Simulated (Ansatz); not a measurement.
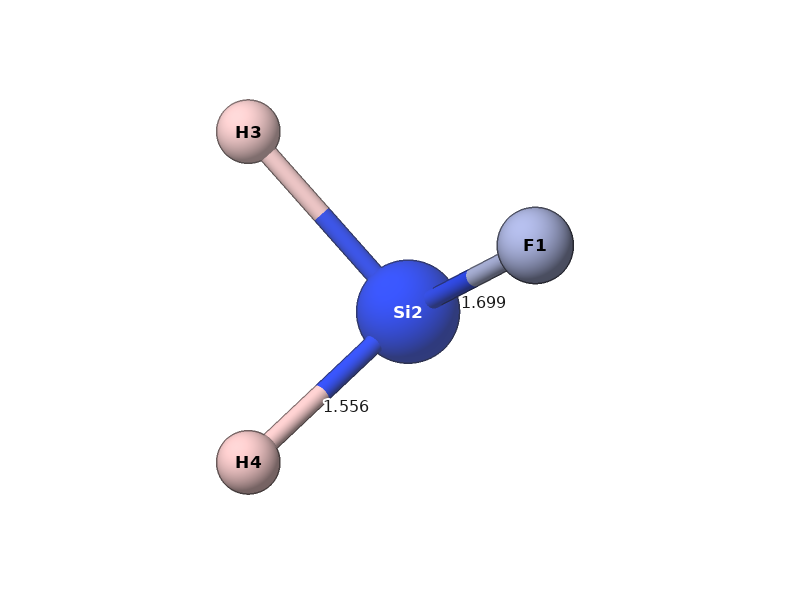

The numbers beside the sticks are distances in Å. Sticks don't show bond order. State: charge −1, singlet. Computed geometry: PBE0-D4/def2-TZVPD optimisation. No frequency run is at hand to confirm it as a minimum.

**Which of the marked bonds are single, double, triple or aromatic?**

F1–Si2 single; Si2–H4 single. This is one Lewis structure.

**Give the structure as SMILES.**

F[SiH2-]
